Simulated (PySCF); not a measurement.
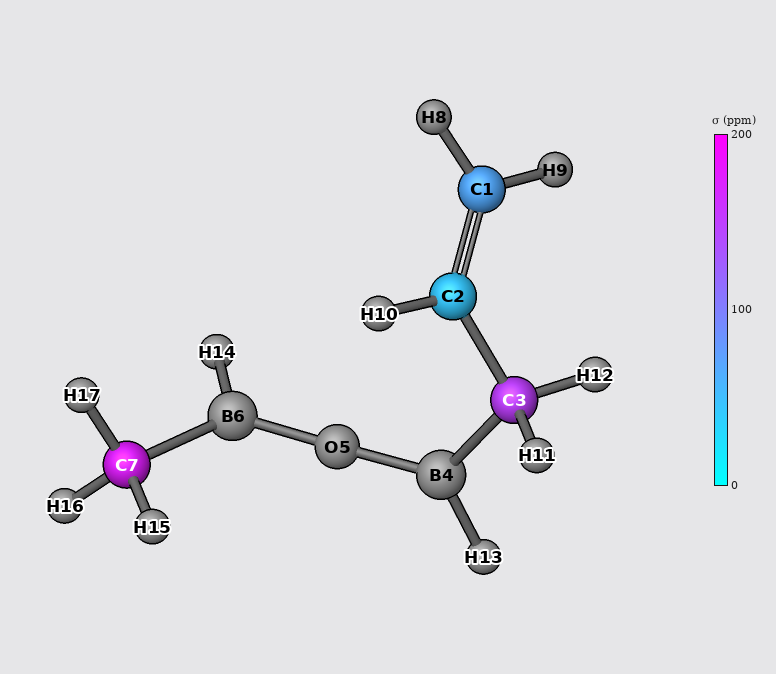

Atoms are coloured by their isotropic NMR shieldings (C only, the others grey). Computed geometry: GFN2-xTB optimisation. No frequency run is at hand to confirm it as a minimum. Properties computed with GIAO PBE0/pcSseg-1 NMR shielding, non-relativistic, gas phase (PySCF 2.14.0).

Give the isotropic NMR shieldings of the C atoms atom by atom.

| atom | σ (ppm) |
| --- | --- |
| C1 | 66.0 |
| C2 | 42.8 |
| C3 | 150.7 |
| C7 | 175.9 |

The geometry is semi-empirical. Around B such bond lengths and angles can be off by a tenth of an ångström or more and by several degrees, and values that hang on the shape move with them.
